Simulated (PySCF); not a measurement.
# C$_{4}$H$_{9}$BSi$_{2}$: what the fields show

```yaml
atoms:
  - { symbol: C, position_ang: [1.4186, 0.3684, 2.7495] }
  - { symbol: C, position_ang: [1.8195, 0.0263, 1.6683] }
  - { symbol: Si, position_ang: [2.3511, -0.5276, -0.0165] }
  - { symbol: Si, position_ang: [0.4574, -1.2692, -1.1707] }
  - { symbol: B, position_ang: [-0.8003, 0.2057, -1.3095] }
  - { symbol: C, position_ang: [-1.7166, 0.5470, -0.1166] }
  - { symbol: C, position_ang: [-2.8804, 1.1923, -0.2278] }
  - { symbol: H, position_ang: [1.0843, 0.6718, 3.7007] }
  - { symbol: H, position_ang: [3.0094, 0.6402, -0.6234] }
  - { symbol: H, position_ang: [3.3919, -1.5390, 0.2116] }
  - { symbol: H, position_ang: [0.9481, -1.8537, -2.4366] }
  - { symbol: H, position_ang: [-0.0148, -2.4566, -0.4294] }
  - { symbol: H, position_ang: [-0.8530, 0.8945, -2.2605] }
  - { symbol: H, position_ang: [-1.4485, 0.1944, 0.8765] }
  - { symbol: H, position_ang: [-3.2299, 1.5574, -1.1813] }
  - { symbol: H, position_ang: [-3.5445, 1.3570, 0.6079] }
```

Geometry: GFN2-xTB.

Method: PySCF 2.14.0, PBE0/pcSseg-1, SCF density, gas phase, non-relativistic.

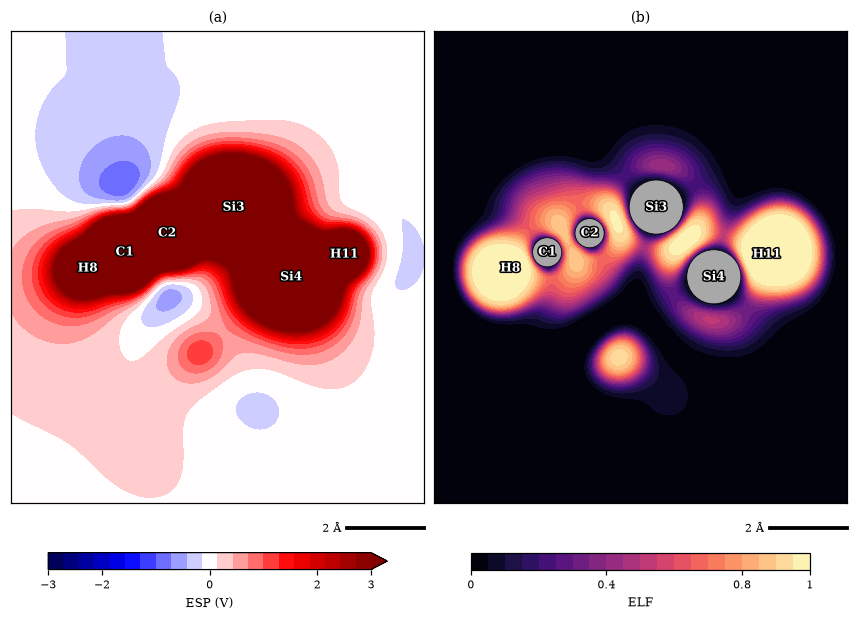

Figure 1. (a) molecular electrostatic potential; (b) electron localisation function on the plane of atoms C2, Si3 and Si4. Grey discs cover the atomic cores in the ELF map.

**Read the bonding off the picture.**

Atoms in the plane: C, Si and H.
C–C (1.20 Å): the ELF peaks at about 0.85 between the atoms (a multiple bond).
C–Si (1.85 Å): the ELF peaks at about 0.95 between the atoms, as expected for a covalent bond.
Si–Si (2.34 Å): the ELF peaks at about 1 between the atoms (a shared electron pair).
C–H (1.05 Å): the ELF climbs to about 1 towards the hydrogen, as it does in any bond to H: an ordinary covalent bond to hydrogen.
Outside the dense part of the molecule the potential is most negative (−1.0 V) near C2.

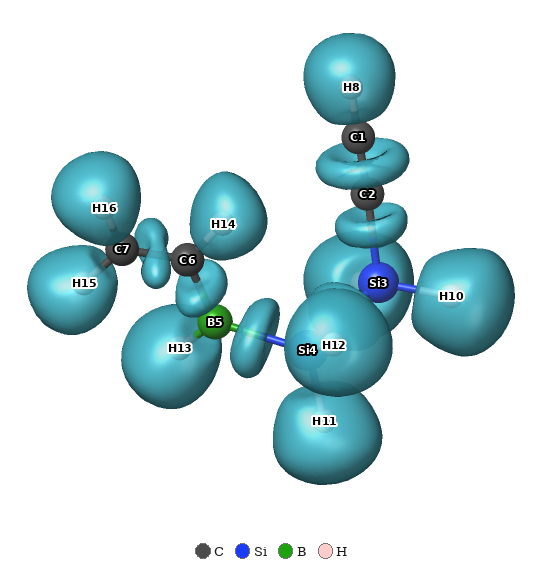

Figure 2. Isosurface of the electron localisation function at 0.8 (cyan), seen at an oblique angle. Only the valence region is drawn (cores and ρ < 0.01 e/Å³ removed).

**What do the ELF domains correspond to?**

The ELF exceeds this value in one region between bonded B–C atoms (shared pairs), one region between bonded B–Si atoms (shared pairs), two regions between bonded C–C atoms (shared pairs), one region between bonded C–Si atoms (shared pairs), one region between bonded Si–Si atoms (shared pairs) and nine regions around hydrogen nuclei. Along the contacts the grid gives the following. C–B (1.54 Å): the ELF peaks at about 0.95 between the atoms (localised, covalent bonding).

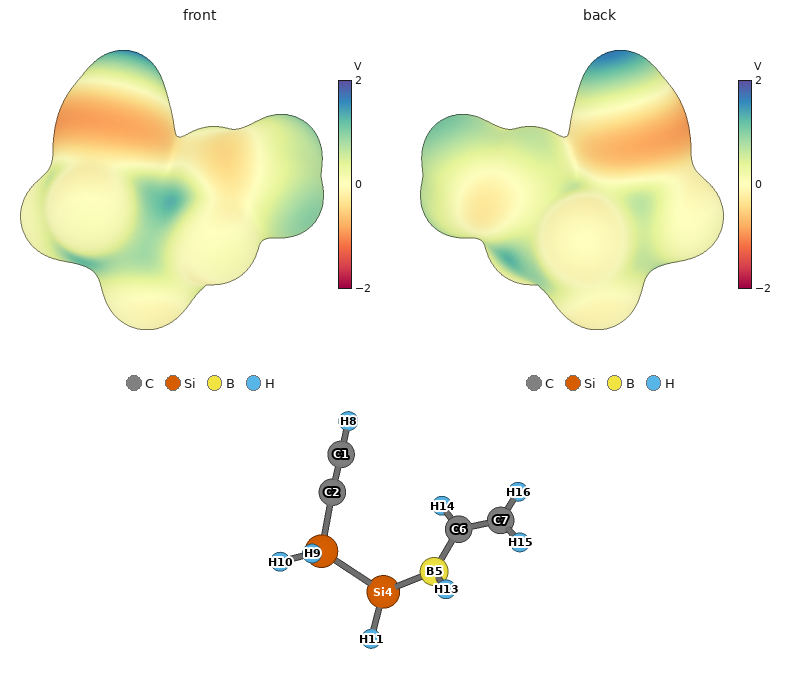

Figure 3. The molecular electrostatic potential painted on the density surface at 0.002 e/bohr³, seen from the front and from behind; the colour scale runs from red (negative) to blue (positive). The bare structure is drawn below in the same view.

**Which sites attract a positive test charge, and which a negative one?**

A positive charge is drawn to the negative regions and a negative charge to the positive ones. The most negative region (about −0.9 V, or −21 kcal/mol for a unit charge) lies over C1 and C2, the most positive (about +1.6 V, or +37 kcal/mol for a unit charge) over H8.
